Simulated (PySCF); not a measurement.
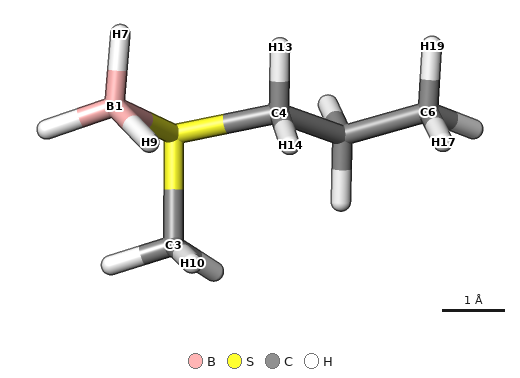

The structure (stick view, seen at a tilt; atoms are numbered from 1 in the order of the input).

NMR shielding calculation, with input and output: C4H13BS

System: C4H13BS.
Method: GIAO PBE0/pcSseg-1 NMR shielding, non-relativistic, gas phase (PySCF 2.14.0).

The geometry comes from this level: GFN2-xTB. Figures and captions count atoms from 1; the log counts them from 0 in places.

## The input
```
{"job": {"kind": "nmr", "xc": "PBE0", "basis": "pcSseg-1"}, "charge": 0, "multiplicity": 1}
B     -2.654722    -0.277839     0.539221
S     -1.226384     0.803178    -0.297266
C     -1.193472     0.057696    -1.956132
C      0.254084     0.016042     0.437186
C      1.563765     0.562928    -0.107899
C      2.751199    -0.075625     0.604889
H     -2.629982     0.046677     1.678957
H     -3.635652     0.059879    -0.034310
H     -2.333030    -1.405431     0.341534
H     -1.181105    -1.023721    -1.863680
H     -2.104585     0.371023    -2.455351
H     -0.329557     0.415825    -2.506277
H      0.170310     0.218627     1.504838
H      0.170179    -1.059000     0.279725
H      1.587898     1.644959     0.030555
H      1.636834     0.360364    -1.177776
H      2.735027    -1.156054     0.480314
H      3.685223     0.303045     0.197951
H      2.724165     0.146681     1.668810
```

The first line tells a small driver script what to run in PySCF; the rest is the geometry in Å.

Machine: 1 CPU thread, shared host.

Command:
```bash
OMP_NUM_THREADS=1 python <driver script> task.json out
```

## Output
```
coarse grid: 15120 points
cycle   1  E = -582.7548992268  dE =  3.003e-01  |g| = 4.427e-01  |ddm| = 3.584e+00
cycle   2  E = -582.7571530636  dE = -2.254e-03  |g| = 4.530e-01  |ddm| = 9.707e-01
cycle   3  E = -582.8171357248  dE = -5.998e-02  |g| = 4.185e-02  |ddm| = 4.857e-01
cycle   4  E = -582.8175401130  dE = -4.044e-04  |g| = 1.565e-02  |ddm| = 7.173e-02
cycle   5  E = -582.8176088323  dE = -6.872e-05  |g| = 4.381e-03  |ddm| = 2.270e-02
cycle   6  E = -582.8176138076  dE = -4.975e-06  |g| = 1.077e-03  |ddm| = 5.600e-03
final grid: 137624 points
cycle   7  E = -582.8563189226  dE = -4.716e-05  |g| = 9.396e-03  |ddm| = 3.064e-02
cycle   8  E = -582.8563110016  dE =  7.921e-06  |g| = 1.103e-02  |ddm| = 1.633e-02
cycle   9  E = -582.8563418033  dE = -3.080e-05  |g| = 8.071e-04  |ddm| = 9.402e-03
cycle  10  E = -582.8563419951  dE = -1.918e-07  |g| = 1.681e-04  |ddm| = 1.123e-03
cycle  11  E = -582.8563420022  dE = -7.105e-09  |g| = 6.257e-05  |ddm| = 2.393e-04
cycle  12  E = -582.8563420032  dE = -9.976e-10  |g| = 1.462e-05  |ddm| = 7.929e-05
```

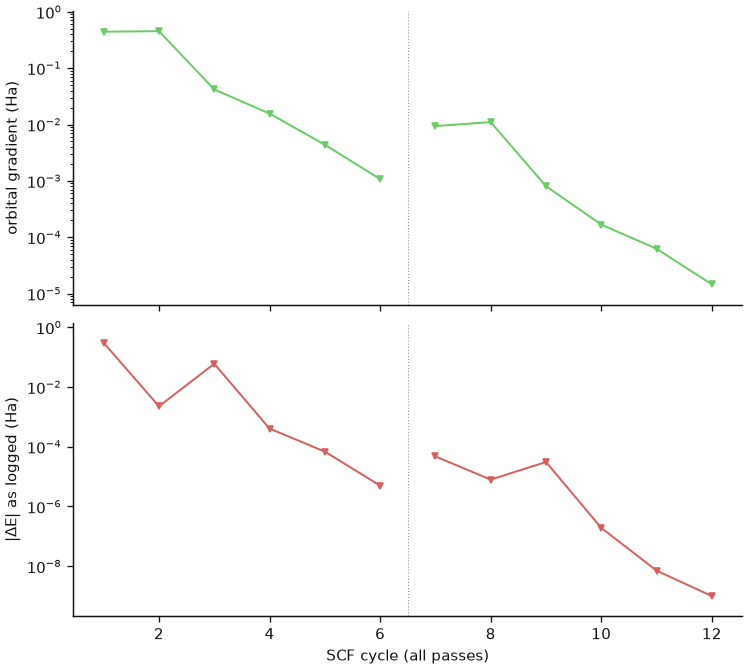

Convergence of the self-consistent field: orbital gradient and size of the energy change against the SCF cycle. The dotted line marks the change from a coarse to the final integration grid. The first 6 cycles use a coarse grid, the final grid takes over at cycle 7, and the field converges after 12 cycles in all.

```
converged SCF energy = -582.8563420032

GIAO shielding tensors (ppm)
atom      isotropic    diamagn.    paramagn.     s11        s22        s33       span
  0 B      124.437     190.484     -66.046    105.725    113.157    154.430     48.705
  1 S      491.631    1058.341    -566.710    393.657    446.688    634.549    240.892
  2 C      156.812     254.058     -97.246    132.599    149.655    188.183     55.584
  3 C      132.983     255.866    -122.884    101.675    128.298    168.975     67.300
  4 C      162.091     248.934     -86.843    146.119    167.136    173.018     26.899
  5 C      171.031     245.551     -74.521    160.116    164.473    188.503     28.387
  6 H       29.723      30.437      -0.714     26.382     27.332     35.454      9.072
  7 H       29.750      30.668      -0.918     26.469     27.299     35.482      9.013
  8 H       30.176      31.001      -0.825     27.034     28.032     35.463      8.429
  9 H       30.043      31.916      -1.873     26.614     27.647     35.868      9.255
 10 H       29.455      29.812      -0.357     24.836     26.308     37.221     12.385
 11 H       29.423      31.862      -2.439     23.905     27.913     36.452     12.547
 12 H       29.144      34.236      -5.092     23.740     29.801     33.891     10.151
 13 H       29.737      34.965      -5.228     25.187     30.970     33.055      7.868
 14 H       30.291      31.736      -1.445     24.856     30.541     35.476     10.620
 15 H       30.248      32.906      -2.658     24.342     32.128     34.273      9.931
 16 H       30.832      29.485       1.347     26.324     29.238     36.934     10.610
 17 H       30.350      27.276       3.075     25.527     27.458     38.066     12.539
 18 H       30.705      29.010       1.695     26.302     28.813     37.001     10.698
```

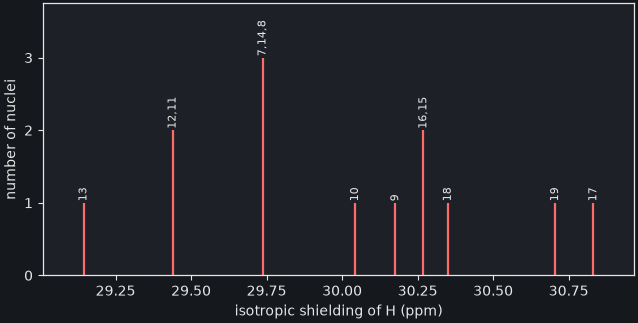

Isotropic shieldings of the hydrogen nuclei in this fixed geometry, labelled by atom number; shielding grows to the right, so chemical shift grows to the left. The least shielded is H13 (29.1 ppm), the most shielded H17 (30.8 ppm).

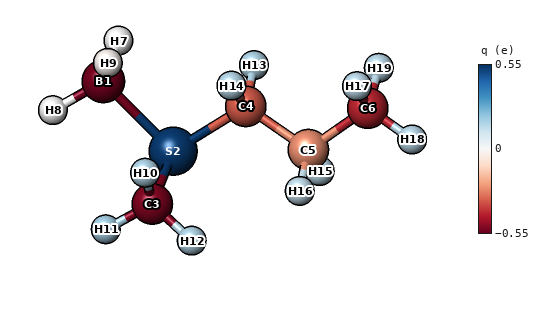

IAO charges, as the colour of each atom (ball-and-stick view, seen at a tilt; atoms are numbered from 1 in the order of the input). By element: B −0.53, S +0.52, C −0.51 to −0.25 and H −0.02 to +0.18 e.

## Results in brief

| quantity | value |
| --- | --- |
| outcome | converged |
| total energy | −582.856342 hartree |
| HOMO | −7.90 eV |
| LUMO | 0.47 eV |
| dipole moment | 5.17 D |
| isotropic shielding, B | 124.4 ppm |
| isotropic shielding, S | 491.6 ppm |
| isotropic shielding, C | 133.0 to 171.0 ppm |
| isotropic shielding, H | 29.1 to 30.8 ppm |
| wall time | 37 s |
| peak memory | 0.85 GiB |
